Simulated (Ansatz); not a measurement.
Input

```
crystal:
  periodic: [false, false, false]
  atoms:
    - {symbol: C, position_ang: [-0.217142, -0.521095, 1.450591]}
    - {symbol: N, position_ang: [-1.211752, -0.330811, -1.451159]}
    - {symbol: Si, position_ang: [-0.596557, 0.536035, -0.038388]}
    - {symbol: H, position_ang: [-1.657337, 1.531588, 0.327808]}
    - {symbol: H, position_ang: [0.753358, -1.028674, 1.593189]}
    - {symbol: H, position_ang: [-2.127348, -0.783845, -1.347204]}
    - {symbol: H, position_ang: [-0.979467, -0.792404, 2.202355]}
    - {symbol: H, position_ang: [-0.569101, -0.997736, -1.894542]}
    - {symbol: H, position_ang: [0.663265, 1.215002, -0.488169]}
basis:
  gaussian:
    orbitals: def2-TZVPD
magnetization:
  spin_polarized: true
  initial_magnetization: 1
hamiltonian:
  xc: pbe0
output:
  forces: true
  orbitals: {seedname: orbitals}
```

Command:

```sh
ansatz run input.yaml --threads 1 --pin off --max-ram 2610MiB --events-out events.jsonl --progress --plain --runs-dir runs
```

Geometry: BLYP-D3(BJ)/def2-SVP.

All numbers below come from Ansatz 0.2.0, isolated molecule in a Gaussian basis; Kohn-Sham density functional theory, functional PBE0.

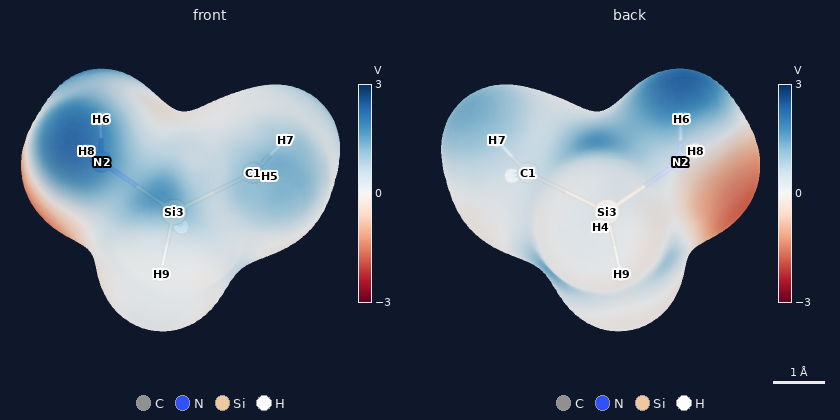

CH6NSi (doublet). The electrostatic potential painted on the density surface at 0.004 e/bohr³, seen from the front and from behind; the colour scale runs from red (negative) to blue (positive).

> Which sites attract a positive test charge, and which a negative one?

A positive charge is drawn to the negative regions and a negative charge to the positive ones. The most negative region (about −1.7 V) lies over N2, the most positive (about +2.4 V) over H6 and H8. N2 is the likeliest acceptor of a hydrogen bond.
